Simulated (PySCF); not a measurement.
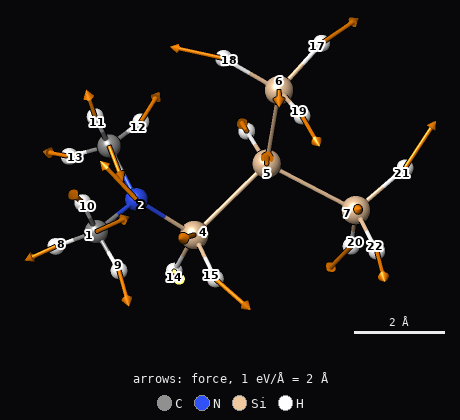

Starting geometry of C2H15NSi4 with the computed forces as orange arrows. Style: ball-and-stick. Shown at a tilt.

The start comes from GFN2-xTB.

Computed with PBE0-D3(BJ)/def2-SVP geometry optimisation, gas phase (PySCF 2.14.0, density-fitted response routines). 

**Is this structure relaxed? If not, where do the atoms go?**

It isn't relaxed: the largest force vector, on H atoms, is 0.66 eV/Å. The final displacements have little in common with the starting forces (cosine between the two patterns 0.12). The energy falls by 22.3 kJ/mol in 11 geometry steps. An H atom moves most after the best rigid fit: 0.64 Å. Largest moves by element: H 0.64 Å, Si 0.25 Å, C 0.22 Å, N 0.07 Å. Some distances before and after: H–Si 1.465 → 1.496 Å, H–Si 1.481 → 1.506 Å, Si–Si 2.322 → 2.347 Å, N–Si 1.723 → 1.742 Å. Among the angles between lasting bonds that change: Si–Si–Si 114.4° → 104.0°, Si–Si–H 107.7° → 112.8°, Si–Si–H 105.5° → 110.3°. The run took of the order of 10 core-minutes on a shared host.
